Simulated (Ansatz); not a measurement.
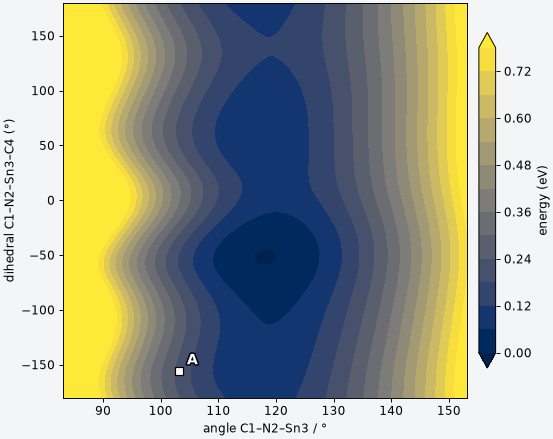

C2H7NOSn, SMILES C[NH][SnH2][CH]=O. First axis: angle C1–N2–Sn3. Second axis: dihedral C1–N2–Sn3–C4. Nothing is relaxed (all other coordinates rigid). Grid: 15 × 15 points. Points are written as (first, second). Energies: eV, counted from the lowest grid point. Theory: RKS PBE-D4/def2-SVP (Ansatz 0.2.0).

The picture shows filled contours, one colour for all values above the top of the scale, the point A. Between grid points the surface is interpolated.

Is A at rest? If not, where is it pushed?

Answer. A, at (103.1°, −156°), is not a stationary point. The computed force is 0.023 eV for each degree towards larger values of angle C1–N2–Sn3 and 0.00041 eV for each degree towards smaller values of dihedral C1–N2–Sn3–C4.
